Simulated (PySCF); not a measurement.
**C$_{5}$H$_{5}$OS (SMILES C#C[CH]SCC=O) (doublet): density, localisation and related maps**

```xyz
12

C     3.3079    0.6821   -0.5737
C     2.2507    0.2248   -0.1921
C     1.0527   -0.2882    0.2127
S    -0.0912   -0.8898   -0.9273
C    -1.6437   -0.8161    0.0620
C    -1.9662    0.6423    0.1538
O    -1.7207    1.3290    1.1074
H     4.2269    1.0842   -0.8773
H     0.8118   -0.3889    1.2569
H    -1.4609   -1.2667    1.0367
H    -2.3825   -1.3757   -0.5064
H    -2.3836    1.0624   -0.7788
```

Geometry: GFN2-xTB.

Theory: PySCF, UKS B3LYP, pcH-1 on C H O S, non-relativistic, mean-field spin-orbit, GIAO.

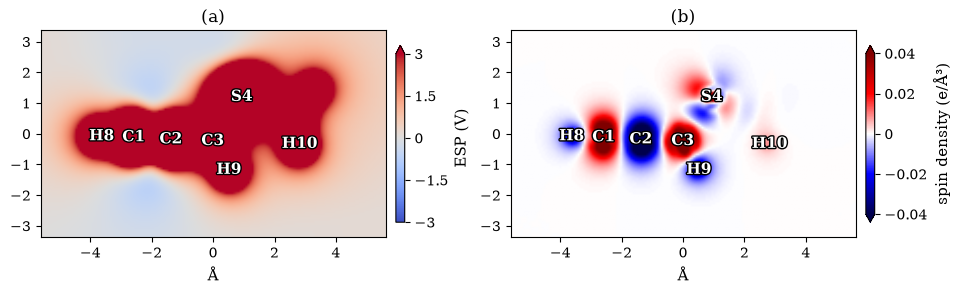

Figure 1. (a) molecular electrostatic potential; (b) spin density on the plane of atoms C2, C3 and H9.

What does the map show?

Atoms in the plane: C, S and H.
The unpaired spin (1 electron) lies mostly on C3 (about 0.4), C1 (about 0.3) and S4 (about 0.2), in electrons by Hirshfeld's partition.
Outside the dense part of the molecule the potential is most negative (−0.7 V) near C1.

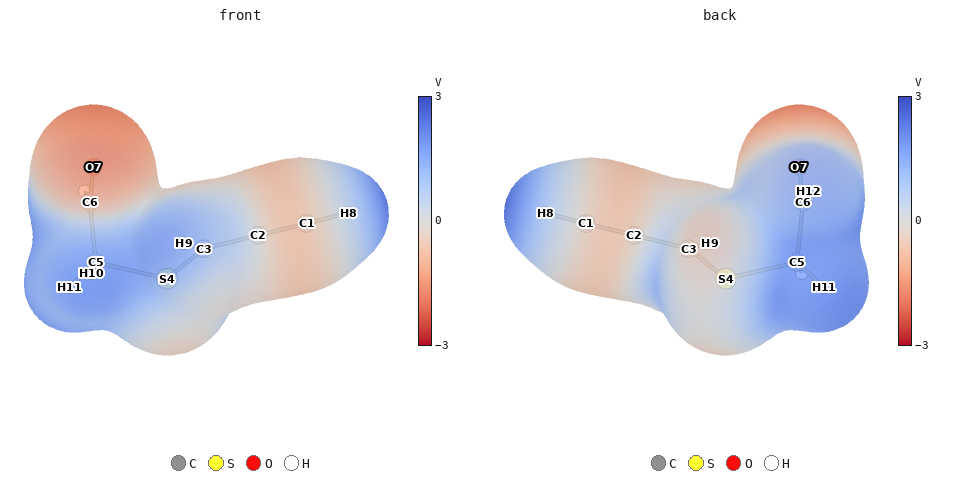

Figure 2. The electrostatic potential painted on the density surface at 0.004 e/bohr³, seen from the front and from behind; red is negative and blue positive.

Describe the electrostatic potential map.

The most negative region (about −1.7 V, or −39 kcal/mol for a unit charge) lies over O7, the most positive (about +2.2 V, or +51 kcal/mol for a unit charge) over H8. O7 is the likeliest acceptor of a hydrogen bond.
